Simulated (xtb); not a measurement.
## Geometry relaxation of GeNH2F2 (part 2 of 3)

The same run, continued: GeNH2F2, multiplicity 2, SMILES [NH2][Ge]([F])[F]; GFN2-xTB, ALPB solvent nitromethane (xtb 6.7.1). The geometry comes from this level: PBE0-D4/def2-TZVP.

Geometry of the input (Å):
```
N  -0.2100  0.8517  -0.3379
Ge -0.0633  -0.7774  0.4948
F  1.5308  -0.7926  1.1831
F  -0.0404  -1.9439  -0.7911
H  -0.1188  1.6416  0.2903
H  -1.0563  0.9566  -0.8852
```

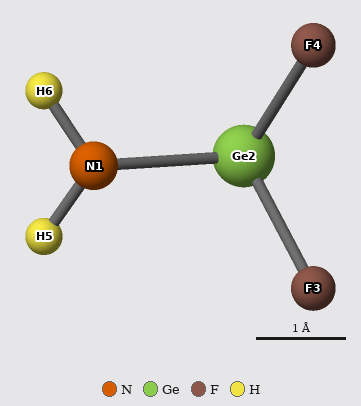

Fig. 1: The geometry at step 4 of the log (ball-and-stick view, seen on its broad side; atoms are numbered from 1 in the order of the input).

## The program's output, continued
```
........................................................................
.............................. CYCLE    7 ..............................
........................................................................

 iter      E             dE          RMSdq      gap      omega  full diag
   1    -15.4569785 -0.154570E+02  0.161E-01    6.79       0.0  T
   2    -15.4569798 -0.127518E-05  0.105E-01    6.79       1.0  T
   3    -15.4569683  0.115473E-04  0.511E-02    6.78       1.0  T
   4    -15.4569804 -0.120874E-04  0.114E-02    6.79       3.6  T
   5    -15.4569815 -0.118714E-05  0.251E-03    6.79      16.3  T
   6    -15.4569815 -0.258122E-08  0.346E-04    6.79     117.9  T
   7    -15.4569815  0.546994E-10  0.164E-04    6.79     248.3  T
     SCC iter.                  ...        0 min,  0.001 sec
     gradient                   ...        0 min,  0.001 sec
 * total energy  :   -15.4144438 Eh     change       -0.1234520E-04 Eh
   gradient norm :     0.0009581 Eh/α   predicted    -0.9444777E-05 ( -23.49%)
   displ. norm   :     0.0095934 α      lambda       -0.3170183E-05
   maximum displ.:     0.0086924 α      in ANC's #3, #9, #7, ...

........................................................................
.............................. CYCLE    8 ..............................
........................................................................

 iter      E             dE          RMSdq      gap      omega  full diag
   1    -15.4570460 -0.154570E+02  0.569E-02    6.80       0.0  T
   2    -15.4570461 -0.652708E-07  0.351E-02    6.80       1.2  T
   3    -15.4570457  0.342526E-06  0.103E-02    6.80       3.9  T
   4    -15.4570461 -0.345680E-06  0.191E-03    6.80      21.4  T
   5    -15.4570461 -0.317867E-07  0.737E-04    6.80      55.4  T
   6    -15.4570461 -0.148432E-08  0.994E-05    6.80     410.5  T
     SCC iter.                  ...        0 min,  0.001 sec
     gradient                   ...        0 min,  0.001 sec
 * total energy  :   -15.4144469 Eh     change       -0.3165591E-05 Eh
   gradient norm :     0.0004817 Eh/α   predicted    -0.1584268E-05 ( -49.95%)
   displ. norm   :     0.0079736 α      lambda       -0.1329724E-05
   maximum displ.:     0.0061057 α      in ANC's #3, #4, #6, ...

   *** GEOMETRY OPTIMIZATION CONVERGED AFTER 8 ITERATIONS ***

------------------------------------------------------------------------
 total energy gain   :        -0.0065068 Eh       -4.0831 kcal/mol
 total RMSD          :         0.1323321 a0        0.0700 Å
 total power (kW/mol):        -2.1354645 (step) -612.1619 (real)
------------------------------------------------------------------------

 ANCopt (total)                0 d,  0 h,  0 min,  0.028 sec
 optimizer setup                ...        0 min,  0.000 sec (  0.278%)
 model hessian                  ...        0 min,  0.000 sec (  0.534%)
 ANC generation                 ...        0 min,  0.000 sec (  0.263%)
 coordinate transformation      ...        0 min,  0.000 sec (  0.328%)
 single point calculation       ...        0 min,  0.026 sec ( 93.364%)
 optimization log               ...        0 min,  0.000 sec (  1.507%)
 hessian update                 ...        0 min,  0.000 sec (  0.249%)
 rational function              ...        0 min,  0.000 sec (  1.693%)

================
 final structure:
================
$coord
       -0.40767773153981        1.58684332820898       -0.61667167469626      n
       -0.32404136430488       -1.50270507678611        1.11758826283964      ge
        2.98090666007463       -1.48896790856464        2.17528591668477      f
       -0.00045527825629       -3.67351735007497       -1.57025740249513      f
       -0.19909989505442        3.12575405437492        0.51462212849079      h
       -1.97026389368524        1.83165048086681       -1.70749463255581      h
$eht charge=0 unpaired=1
$end

 Bond Distances (Angstroems)
 ---------------------------
N1-Ge2=1.8754        N1-H5=1.0167         N1-H6=1.0167         Ge2-N1=1.8754        Ge2-F3=1.8363        Ge2-F4=1.8363
F3-Ge2=1.8363        F4-Ge2=1.8363        H5-N1=1.0167         H6-N1=1.0167
 N  H  Rav=1.0167 sigma=0.0000  Rmin=1.0167  Rmax=1.0167     2
 Ge N  Rav=1.8754 sigma=0.0000  Rmin=1.8754  Rmax=1.8754     1
 Ge F  Rav=1.8363 sigma=0.0000  Rmin=1.8363  Rmax=1.8363     2

 selected bond angles (degree)
 --------------------
H5-N1-Ge2=114.05               H6-N1-Ge2=114.09               H6-N1-H5=108.69                F3-Ge2-N1= 99.68
F4-Ge2-N1= 99.70               F4-Ge2-F3= 98.61

 selected dihedral angles (degree)
 ---------------------------------
F3-Ge2-N1-H5=293.20           F3-Ge2-N1-H6=167.47           F4-Ge2-N1-H5=192.64           F4-Ge2-N1-H6= 66.91
           -------------------------------------------------
          |                Final Singlepoint                |
           -------------------------------------------------

          ...................................................
          :                      SETUP                      :
          :.................................................:
          :  # basis functions                  24          :
          :  # atomic orbitals                  23          :
          :  # shells                           11          :
          :  # electrons                        25          :
          :  max. iterations                   250          :
          :  Hamiltonian                  GFN2-xTB          :
          :  restarted?                      false          :
          :  GBSA solvation                   true          :
          :  PC potential                    false          :
          :  electronic temp.          300.0000000     K    :
          :  accuracy                    1.0000000          :
          :  -> integral cutoff          0.2500000E+02      :
          :  -> integral neglect         0.1000000E-07      :
          :  -> SCF convergence          0.1000000E-05 Eh   :
          :  -> wf. convergence          0.1000000E-03 e    :
          :  Broyden damping             0.4000000          :
          :  net charge                          0          :
          :  unpaired electrons                  1          :
          ...................................................

 iter      E             dE          RMSdq      gap      omega  full diag
   1    -15.4570461 -0.154570E+02  0.367E-05    6.80       0.0  T
   2    -15.4570461  0.950351E-12  0.216E-05    6.80    1891.9  T
   3    -15.4570461 -0.335909E-11  0.179E-05    6.80    2283.8  T

   *** convergence criteria satisfied after 3 iterations ***

         #    Occupation            Energy/Eh            Energy/eV
      -------------------------------------------------------------
         1        2.0000           -0.8006124             -21.7858
       ...           ...                  ...                  ...
         7        2.0000           -0.5088558             -13.8467
         8        2.0000           -0.5037779             -13.7085
         9        2.0000           -0.4950761             -13.4717
        10        2.0000           -0.4919890             -13.3877
        11        2.0000           -0.4891395             -13.3102
        12        2.0000           -0.4640439             -12.6273
        13        1.0000           -0.4161208             -11.3232 (HOMO)
        14                         -0.1661222              -4.5204 (LUMO)
        15                         -0.1466851              -3.9915
        16                         -0.0511315              -1.3914
        17                          0.0246672               0.6712
        18                          0.0621178               1.6903
       ...                                ...                  ...
        23                          0.7171320              19.5142
      -------------------------------------------------------------
                  HL-Gap            0.2499986 Eh            6.8028 eV
             Fermi-level           -0.3656019 Eh           -9.9485 eV

 SCC (total)                   0 d,  0 h,  0 min,  0.003 sec
 SCC setup                      ...        0 min,  0.000 sec (  4.729%)
 Dispersion                     ...        0 min,  0.000 sec (  0.693%)
 classical contributions        ...        0 min,  0.000 sec (  0.406%)
 integral evaluation            ...        0 min,  0.001 sec ( 27.053%)
 iterations                     ...        0 min,  0.001 sec ( 20.682%)
 molecular gradient             ...        0 min,  0.001 sec ( 41.254%)
 printout                       ...        0 min,  0.000 sec (  3.545%)

         :::::::::::::::::::::::::::::::::::::::::::::::::::::
         ::                     SUMMARY                     ::
         :::::::::::::::::::::::::::::::::::::::::::::::::::::
         :: total energy             -15.414446938171 Eh    ::
         :: total w/o Gsasa/hb       -15.415994535879 Eh    ::
         :: gradient norm              0.000481949685 Eh/a0 ::
         :: HOMO-LUMO gap              6.802808300888 eV    ::
         ::.................................................::
         :: SCC energy               -15.457045689191 Eh    ::
         :: -> isotropic ES            0.026336876380 Eh    ::
         :: -> anisotropic ES          0.000003531481 Eh    ::
         :: -> anisotropic XC          0.003065818954 Eh    ::
         :: -> dispersion             -0.002434540261 Eh    ::
         :: -> Gsolv                  -0.009677157752 Eh    ::
         ::    -> Gelec               -0.011224755460 Eh    ::
         ::    -> Gsasa               -0.003239757243 Eh    ::
         ::    -> Ghb                 -0.000660162505 Eh    ::
         ::    -> Gshift               0.005447517456 Eh    ::
         :: repulsion energy           0.042598751020 Eh    ::
         :: add. restraining           0.000000000000 Eh    ::
         :: total charge               0.000000000000 e     ::
         :::::::::::::::::::::::::::::::::::::::::::::::::::::

           -------------------------------------------------
          |                Property Printout                |
           -------------------------------------------------

    * Orbital Energies and Occupations

         #    Occupation            Energy/Eh            Energy/eV
      -------------------------------------------------------------
         1        2.0000           -0.8006124             -21.7858
         2        2.0000           -0.7954397             -21.6450
         3        2.0000           -0.6644340             -18.0802
         4        2.0000           -0.6194320             -16.8556
         5        2.0000           -0.5490541             -14.9405
         6        2.0000           -0.5136339             -13.9767
         7        2.0000           -0.5088558             -13.8467
         8        2.0000           -0.5037779             -13.7085
         9        2.0000           -0.4950761             -13.4717
        10        2.0000           -0.4919890             -13.3877
        11        2.0000           -0.4891395             -13.3102
        12        2.0000           -0.4640439             -12.6273
        13        1.0000           -0.4161208             -11.3232 (HOMO)
        14                         -0.1661222              -4.5204 (LUMO)
        15                         -0.1466851              -3.9915
        16                         -0.0511315              -1.3914
        17                          0.0246672               0.6712
        18                          0.0621178               1.6903
        19                          0.0627614               1.7078
        20                          0.1389871               3.7820
        21                          0.1836483               4.9973
        22                          0.6575025              17.8916
        23                          0.7171320              19.5142
      -------------------------------------------------------------
                  HL-Gap            0.2499986 Eh            6.8028 eV
             Fermi-level           -0.3656019 Eh           -9.9485 eV

     #   Z          covCN         q      C6AA      α(0)
     1   7 n        2.548    -0.310    27.996     7.858
     2  32 ge       2.245     0.442   233.268    31.309
     3   9 f        0.708    -0.305    12.391     4.156
     4   9 f        0.708    -0.305    12.390     4.156
     5   1 h        0.860     0.239     0.928     1.509
     6   1 h        0.860     0.239     0.928     1.509

 Mol. C6AA /au·bohr⁶  :        833.721213
 Mol. C8AA /au·bohr⁸  :      41453.618722
 Mol. α(0) /au        :         50.498367

Wiberg/Mayer (AO) data.
largest (>0.10) Wiberg bond orders for each atom

 ---------------------------------------------------------------------------
     #   Z sym  total        # sym  WBO       # sym  WBO       # sym  WBO
 ---------------------------------------------------------------------------
     1   7 n    3.193 --     2 ge   1.146     6 h    0.914     5 h    0.914
                             4 f    0.110     3 f    0.110
     2  32 ge   3.202 --     1 n    1.146     4 f    1.002     3 f    1.002
     3   9 f    1.167 --     2 ge   1.002     1 n    0.110
     4   9 f    1.167 --     2 ge   1.002     1 n    0.110
     5   1 h    0.943 --     1 n    0.914
     6   1 h    0.943 --     1 n    0.914
 ---------------------------------------------------------------------------

Topologies differ in total number of bonds
Writing topology from bond orders to xtbtopo.mol

molecular dipole:
                 x           y           z       tot (Debye)
 q only:       -1.444       1.603       0.216
   full:       -1.805       1.641       0.480       6.319
molecular quadrupole (traceless):
                xx          xy          yy          xz          yz          zz
 q only:       -0.559       1.139      -0.050      -2.157      -2.361       0.608
  q+dip:       -0.866       1.110       0.366      -2.319      -2.898       0.500
   full:       -0.915       1.156       0.393      -2.258      -2.915       0.522

           -------------------------------------------------
          |                Geometry Summary                 |
           -------------------------------------------------

      molecular mass/u    :      126.6469412
   center of mass at/Å    :        0.1052642      -0.7520789       0.3460623
  moments of inertia/u·Å² :        0.9710787E+02   0.9846888E+02   0.1487038E+03
rotational constants/cm⁻¹ :        0.1735970E+00   0.1711976E+00   0.1133638E+00

 * 3 selected distances

     #   Z          #   Z                                           value/Å
     1   7 n        2  32 ge                                      1.8754061 (max)
     1   7 n        5   1 h                                       1.0167335
     1   7 n        6   1 h                                       1.0167230 (min)

 * 2 distinct bonds (by element types)

   Z      Z             #   av. dist./Å        max./Å        min./Å
   1 H    7 N           2     1.0167282     1.0167335     1.0167230
   7 N   32 Ge          1     1.8754061     1.8754061     1.8754061

optimized geometry written to: xtbopt.coord

           -------------------------------------------------
          | TOTAL ENERGY              -15.414446938171 Eh   |
          | GRADIENT NORM               0.000481949685 Eh/α |
          | HOMO-LUMO GAP               6.802808300888 eV   |
           -------------------------------------------------

------------------------------------------------------------------------
------------------------------------------------------------------------
 total:
 *  cpu-time:     0 d,  0 h,  0 min,  0.051 sec
 * ratio c/w:     0.999 speedup
 SCF:
 *  cpu-time:     0 d,  0 h,  0 min,  0.006 sec
 * ratio c/w:     0.999 speedup
 ANC optimizer:
 *  cpu-time:     0 d,  0 h,  0 min,  0.031 sec
 * ratio c/w:     0.999 speedup
```

## Standard error
```
normal termination of xtb
```

## Trajectory as extended XYZ (Å, eV, eV/Å), 8 frames, from step=0 to step=7
```
6
Properties=species:S:1:pos:R:3 step=0 energy=-419.27141
N    -0.2100    0.8517   -0.3379
Ge   -0.0633   -0.7774    0.4948
F     1.5308   -0.7926    1.1831
F    -0.0404   -1.9439   -0.7911
H    -0.1188    1.6416    0.2903
H    -1.0563    0.9566   -0.8852
6
Properties=species:S:1:pos:R:3 step=1 energy=-419.38051
N    -0.2065    0.8392   -0.3334
Ge   -0.1135   -0.7918    0.5431
F     1.5384   -0.7834    1.1554
F    -0.0197   -1.9250   -0.8023
H    -0.1102    1.6406    0.2826
H    -1.0465    0.9565   -0.8915
6
Properties=species:S:1:pos:R:3 step=2 energy=-419.43877
N    -0.2064    0.8239   -0.3246
Ge   -0.1811   -0.8087    0.6070
F     1.5518   -0.7753    1.1199
F     0.0099   -1.9048   -0.8175
H    -0.0986    1.6421    0.2709
H    -1.0337    0.9588   -0.9018
6
Properties=species:S:1:pos:R:3 step=3 energy=-419.44205
N    -0.2103    0.8270   -0.3233
Ge   -0.1809   -0.8069    0.6058
F     1.5565   -0.7794    1.1235
F     0.0106   -1.9119   -0.8188
H    -0.0991    1.6455    0.2701
H    -1.0347    0.9618   -0.9033
6
Properties=species:S:1:pos:R:3 step=4 energy=-419.44770
N    -0.2217    0.8389   -0.3211
Ge   -0.1753   -0.7982    0.5962
F     1.5724   -0.7932    1.1402
F     0.0092   -1.9384   -0.8237
H    -0.1024    1.6561    0.2694
H    -1.0402    0.9708   -0.9070
6
Properties=species:S:1:pos:R:3 step=5 energy=-419.44805
N    -0.2212    0.8402   -0.3222
Ge   -0.1740   -0.7964    0.5941
F     1.5749   -0.7936    1.1440
F     0.0072   -1.9422   -0.8255
H    -0.1034    1.6567    0.2702
H    -1.0415    0.9713   -0.9066
6
Properties=species:S:1:pos:R:3 step=6 energy=-419.44838
N    -0.2168    0.8410   -0.3263
Ge   -0.1712   -0.7937    0.5903
F     1.5786   -0.7903    1.1519
F     0.0007   -1.9466   -0.8305
H    -0.1057    1.6554    0.2725
H    -1.0435    0.9702   -0.9041
6
Properties=species:S:1:pos:R:3 step=7 energy=-419.44847
N    -0.2157    0.8397   -0.3263
Ge   -0.1715   -0.7952    0.5914
F     1.5774   -0.7879    1.1511
F    -0.0002   -1.9439   -0.8309
H    -0.1054    1.6541    0.2723
H    -1.0426    0.9693   -0.9036
```

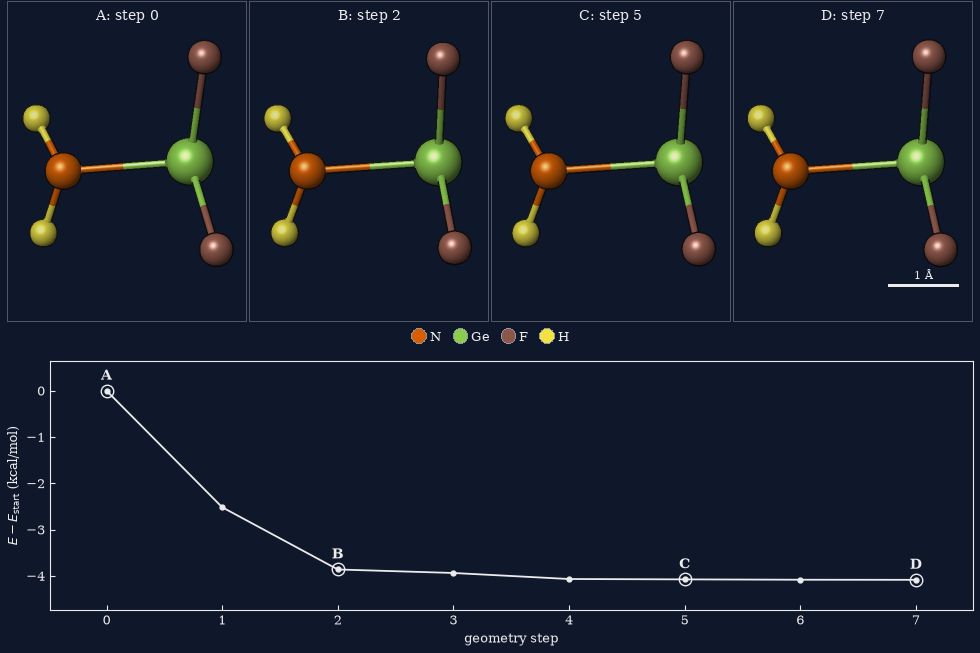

Fig. 2: Frames of the relaxation (ball-and-stick view, seen at a tilt) above the curves, on which the letters mark them (steps are counted from 0).

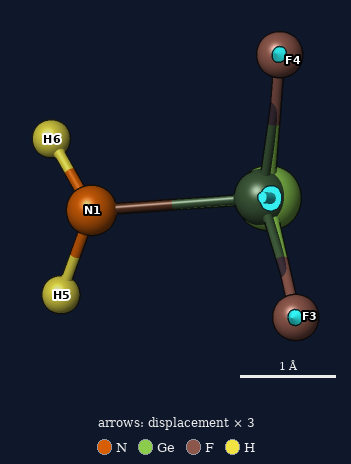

Fig. 3: Start (faint) and end (solid) with the displacements as teal arrows, magnified 3 times (ball-and-stick view, seen at a tilt). The two geometries are laid on each other by the best rigid fit. After 7 geometry steps the energy has fallen by 4.08 kcal/mol. Ge2 moves most after the best rigid fit: 0.15 Å. Largest moves by element: Ge 0.15 Å, F 0.06 Å, H 0.03 Å, N 0.02 Å. Among the contacts that change: Ge2–F3 1.736 → 1.836 Å, N1–Ge2 1.835 → 1.875 Å. Among the angles that change: F3–Ge2–F4 106.0° → 98.6°, N1–Ge2–F3 105.1° → 99.7°. (Atoms are counted from 1 in the order of the input.)

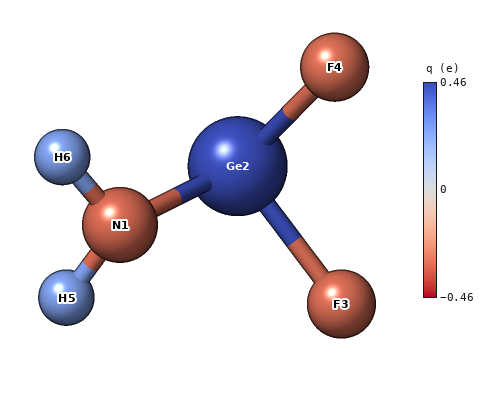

Fig. 4: Mulliken charges, as the colour of each atom (ball-and-stick view, seen at a tilt; atoms are numbered from 1 in the order of the input). By element: N −0.31, Ge +0.44, F −0.31 and H +0.24 e.

This output came from the following input.
